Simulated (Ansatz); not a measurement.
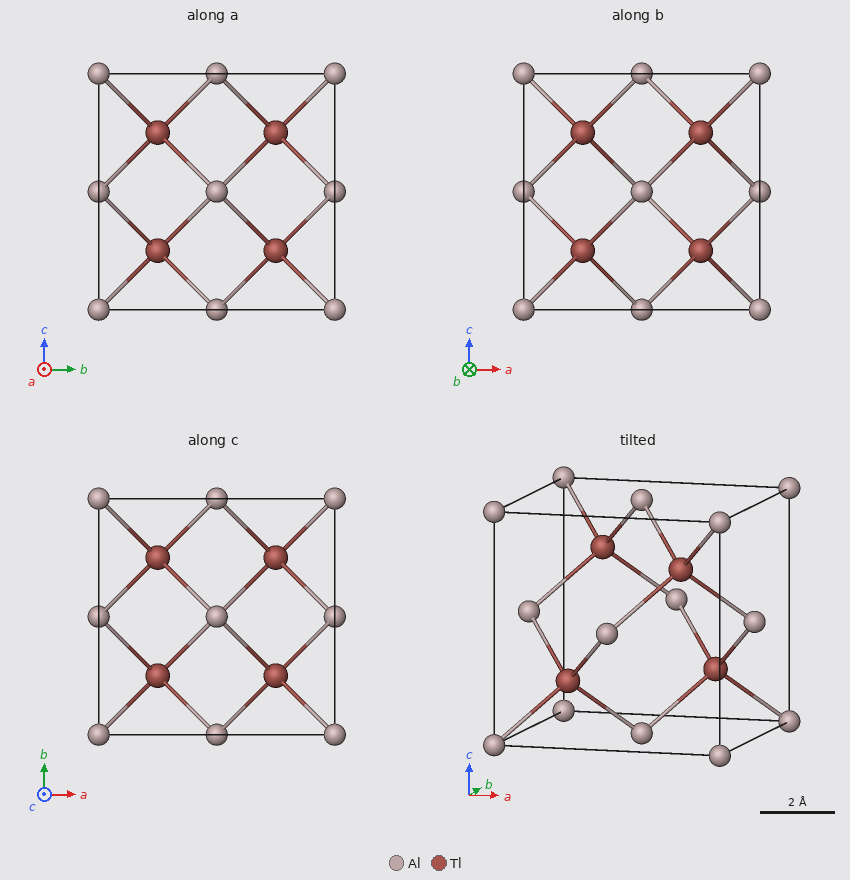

Shown here is a ball-and-stick view of the crystal, taken along the a axis, along the b axis, along the c axis and slightly off an axis. Lines trace the edges of the conventional unit cell.

Lattice parameters: a = 6.405 Å, b = 6.405 Å, c = 6.405 Å, α = 90.00°, β = 90.00°, γ = 90.00°. Put a along x and b in the xy plane.

**From the views, write a POSCAR file.**

```
Al Tl
1.0
     6.405    0.000    0.000
     0.000    6.405    0.000
     0.000    0.000    6.405
Al Tl
4 4
Direct
  0.0000 0.0000 0.0000
  0.0000 0.5000 0.5000
  0.5000 0.0000 0.5000
  0.5000 0.5000 0.0000
  0.2500 0.2500 0.2500
  0.2500 0.7500 0.7500
  0.7500 0.2500 0.7500
  0.7500 0.7500 0.2500
```

Starting structure: a structure type filled with these elements by a generator (whether the compound takes this form wasn't checked). This is the structure after a relaxation with DFT PBE, scalar-relativistic, plane waves, PAW (Ansatz 0.2.0).
